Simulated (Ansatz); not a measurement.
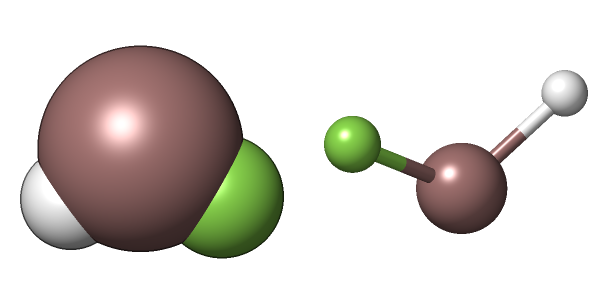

Figure made from data computed with Ansatz.

Two views of one molecule. Colours: fluorine green, indium brown, hydrogen white.

State: neutral, doublet.

Give the formula.

FHIn, 3 atoms: 1 fluorine, 1 hydrogen and 1 indium.

What is its SMILES?

[F][InH]

Count the bonded pairs by element.

1 F–In, 1 In–H.

What is the point group of this geometry?

Cs.
